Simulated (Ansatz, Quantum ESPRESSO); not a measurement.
# Hf2CO2 MXene, 1 layer: the energy at a withheld member of a series

Method. Quantum ESPRESSO 7.5, PBE, GBRV ultrasoft. Cell and atoms are first relaxed; each strained cell is then held and the atoms relax in it. A periodic run with 15 Å of vacuum in the starting cell gives the vacuum levels, and bands follow along a path. The series steps biaxial strain. Energies count from the lowest.

| biaxial strain | energy (eV) |
| --- | --- |
| -4 % | 0.3570 |
| -3 % | 0.1971 |
| -2 % | 0.0860 |
| -1 % | 0.0212 |
| 0 % | 0.0000 |
| 1 % | 0.0212 |
| 2 % | 0.0812 |
| 3 % | 0.1787 |

One more run was made and is withheld. What is the energy at 4 %?

By hand: The rows at 2 % and 3 % give a slope of (0.1787 − (0.0812))/(3 − (2)) = 0.0975, so a straight line gives 0.2762 eV. A parabola through these and the row at 1 % gives 0.3137 eV.

**Check.** 0.3112 eV. The line misses by −0.0350 and the parabola by +0.0025 eV. The parabola does better.

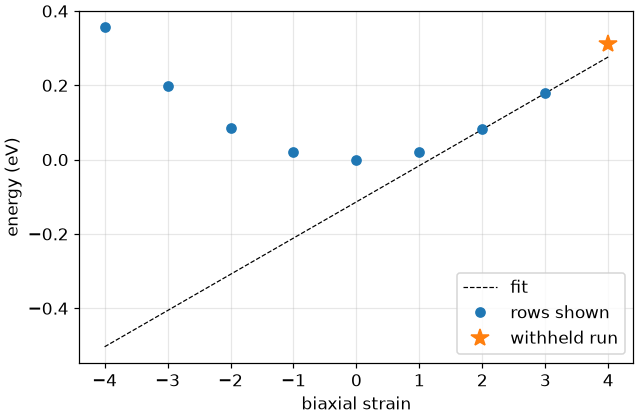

The rows shown, the fit and the withheld run.

**Limits.** Semilocal gaps are too small; the 1×1 cell can't ripple over many cells under compression as a free sheet would. No spin-orbit coupling.
